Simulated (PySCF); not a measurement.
# C$_{3}$H$_{8}$BClGe: what the fields show

Input file:

```
{"job": {"kind": "uv", "xc": "wB97X-D", "basis": "def2-SVPD", "nstates": 8, "ntriplets": 3}, "charge": 0, "multiplicity": 1}
B     -2.237876    -0.011326    -0.596408
C     -1.565065     0.615958     0.647692
Ge     0.217428    -0.291072     0.901720
Cl    -0.110362    -2.293158     1.505215
C      1.370958    -0.325632    -0.692188
C      2.574331     0.218509    -0.743838
H     -1.993028     0.404888    -1.663402
H     -2.951886    -0.930976    -0.485718
H     -2.101957     0.467382     1.584491
H     -1.323240     1.673399     0.545649
H      0.966466     0.392150     2.056840
H      0.968377    -0.833674    -1.559879
H      2.995498     0.729917     0.108209
H      3.189678     0.183161    -1.630549
```

Command:

```sh
OMP_NUM_THREADS=1 python probes_run.py task.json out
```

Geometry: GFN2-xTB.

Method: PySCF 2.14.0, wB97X-D/def2-SVPD, SCF density, gas phase.

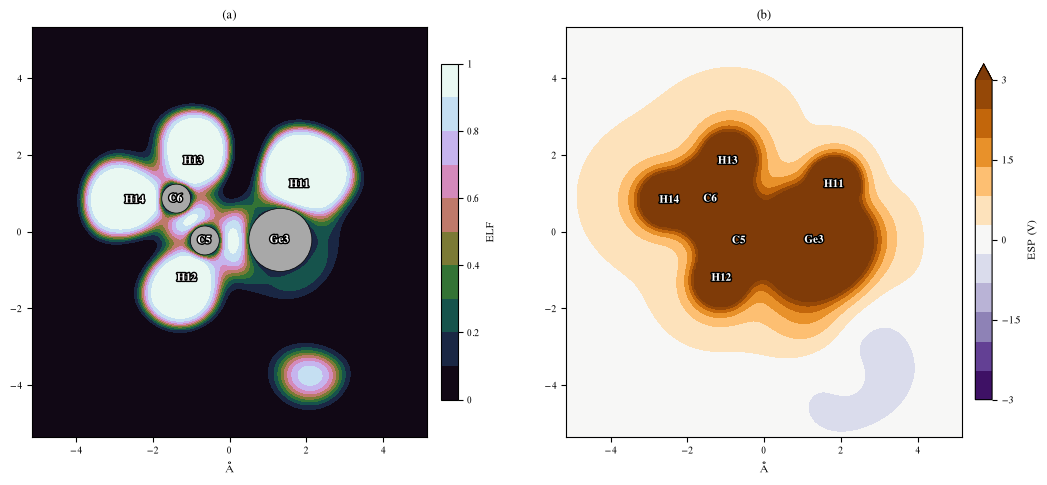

Figure 1. (a) ELF; (b) molecular electrostatic potential on the plane of atoms C5, C6 and H13. Grey discs cover the atomic cores in the ELF map.

> Describe what can be read from this map.

- The plane passes through Ge, C and H nuclei.
- C–C (1.32 Å): the ELF peaks at about 0.95 between the atoms (a short, multiple covalent bond).
- C–Ge (1.97 Å): the ELF peaks at about 0.95 in the valence shell of C, 0.7 Å from its nucleus, and is about 0.75 at the midpoint.
- C–H (1.08 Å): the ELF climbs to about 1 towards the hydrogen, as it does in any bond to H: a covalent bond by its length.
- Outside the dense part of the molecule the potential is most negative (−0.4 V) near H8, which lies off the plane.

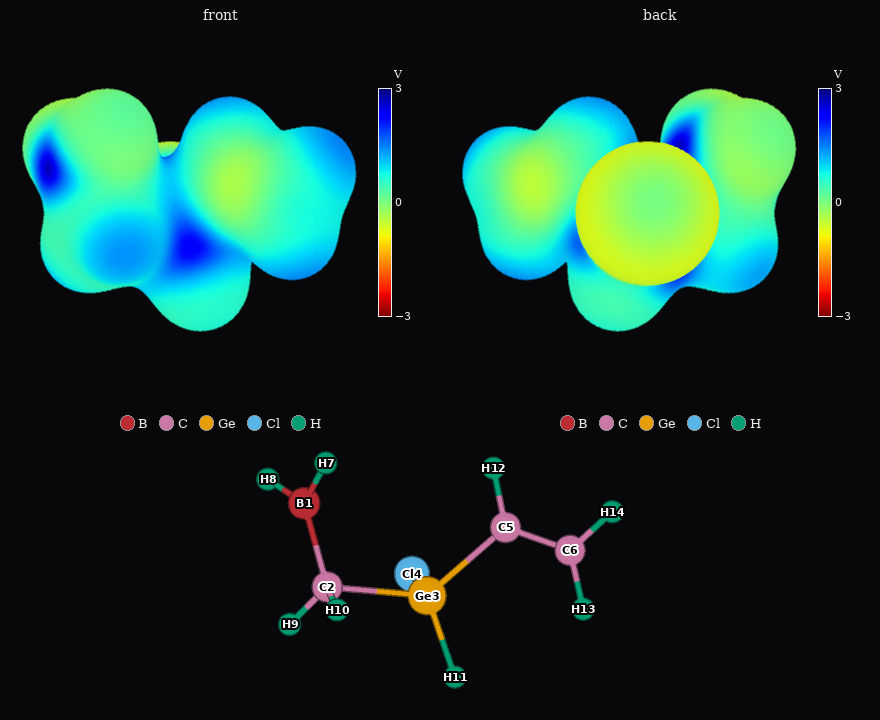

Figure 2. The molecular electrostatic potential painted on the density surface at 0.004 e/bohr³, seen from the front and from behind; the colour scale runs from red (negative) to blue (positive). The bare structure is drawn below in the same view.

> Describe the electrostatic potential map.

The most negative region (about −0.7 V) lies over Cl4, the most positive (about +2.5 V) over B1 and Ge3.
